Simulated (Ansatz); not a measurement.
The calculation's input:

```
crystal:
  periodic: [false, false, false]
  atoms:
    - { symbol: Si, position_ang: [-0.168881, -0.504543, -0.902231] }
    - { symbol: C, position_ang: [1.418046, 0.081094, 1.67146] }
    - { symbol: H, position_ang: [0.353563, -0.15354, 1.629471] }
    - { symbol: H, position_ang: [1.90127, -0.660201, 2.307853] }
    - { symbol: H, position_ang: [1.535483, 1.076856, 2.097618] }
    - { symbol: H, position_ang: [1.896573, 0.0503, 0.681441] }
    - { symbol: Si, position_ang: [-1.078424, 1.734348, -0.817165] }
    - { symbol: H, position_ang: [-2.482385, 1.650665, -1.309931] }
    - { symbol: H, position_ang: [-1.102285, 2.291255, 0.560399] }
    - { symbol: H, position_ang: [-0.333473, 2.682165, -1.684851] }
    - { symbol: H, position_ang: [-1.220789, -0.999798, 0.069937] }
basis:
  gaussian: { orbitals: def2-SVP }
hamiltonian:
  xc: hf
relax:
  f_tol: 0.03
  max_steps: 50
output:
  orbitals: {}
```

Run with:

```sh
ansatz run input.yaml --threads 1 --pin off --max-ram 2048MiB --backend cpu --events-out ev --progress --plain --runs-dir out
```

The fields are those of the run's last geometry, not of the input's.

These are results of RHF/def2-SVP in Ansatz, not measurements.

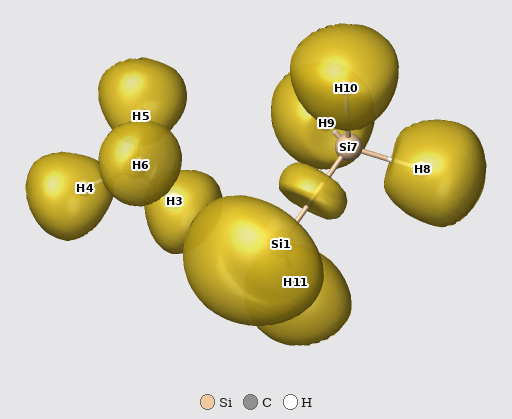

H$_{4}$Si$_{2}$···CH$_{4}$. Isosurface of the ELF at 0.9 (yellow), seen at a tilt. Core shells and regions of very low density are left out.

### What do the ELF domains correspond to?

The ELF exceeds this value in one region between bonded Si–Si atoms (shared pairs), eight regions around hydrogen nuclei and one lobe on Si, pointing away from the bonds (lone pairs).

Values along the shortest contacts:
C2···Si1 (3.87 Å): the ELF dips to about 0 between them: a non-bonded, intermolecular contact. Si–Si (2.42 Å): the ELF peaks at about 1 between the atoms; localised, covalent bonding.
